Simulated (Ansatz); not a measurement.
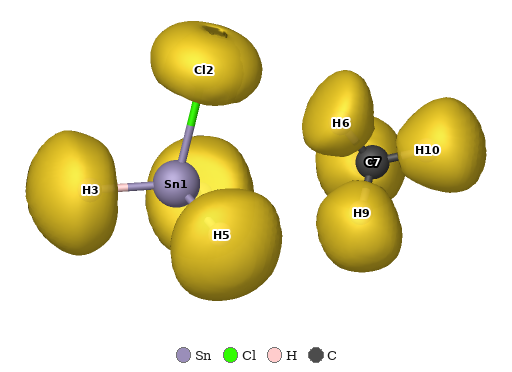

Figure. ClH₃Sn···CH₄. Isosurface of the electron localisation function at 0.85 (yellow), seen at an oblique angle. Only the valence region is drawn (cores and ρ < 0.01 e/Å³ removed).

Core potentials replace the inner electrons of Sn.

All numbers below come from RKS r2SCAN/def2-SVP in Ansatz 0.2.0.

Input file:

```
crystal:
  periodic: [false, false, false]
  atoms:
    - { symbol: Sn, position_ang: [-0.591318, 0.167427, -1.642904] }
    - { symbol: Cl, position_ang: [1.743549, -0.376104, -1.688705] }
    - { symbol: H, position_ang: [-1.077303, 0.082234, -3.280161] }
    - { symbol: H, position_ang: [-1.361102, -1.011378, -0.684498] }
    - { symbol: H, position_ang: [-0.696786, 1.752228, -1.021531] }
    - { symbol: H, position_ang: [1.135885, -0.09568, 0.859315] }
    - { symbol: C, position_ang: [0.39863, -0.121358, 1.655851] }
    - { symbol: H, position_ang: [-0.089126, -1.105317, 1.672312] }
    - { symbol: H, position_ang: [-0.360005, 0.659849, 1.510096] }
    - { symbol: H, position_ang: [0.897376, 0.048098, 2.620326] }
basis:
  gaussian: { orbitals: def2-SVP }
hamiltonian:
  xc: r2scan
relax:
  f_tol: 0.03
  max_steps: 50
output:
  orbitals: {}
```

Command:

```sh
ansatz run input.yaml --threads 2 --pin off --max-ram 3072MiB --backend cpu --events-out ev --progress --plain --runs-dir out
```

The fields are those of the relaxed geometry.

Q: Describe the localisation domains.

A: The ELF exceeds this value in seven regions around hydrogen nuclei and one region wrapped around Cl (its valence shell).

Values along the shortest contacts:
C7···Sn1 (3.96 Å): the ELF dips to about 0 between them; a weak contact between the two molecules. Sn–Cl (2.37 Å): the ELF peaks at about 0.85 in the valence shell of Cl, 0.8 Å from its nucleus, and drops to about 0.15 between the two atoms.
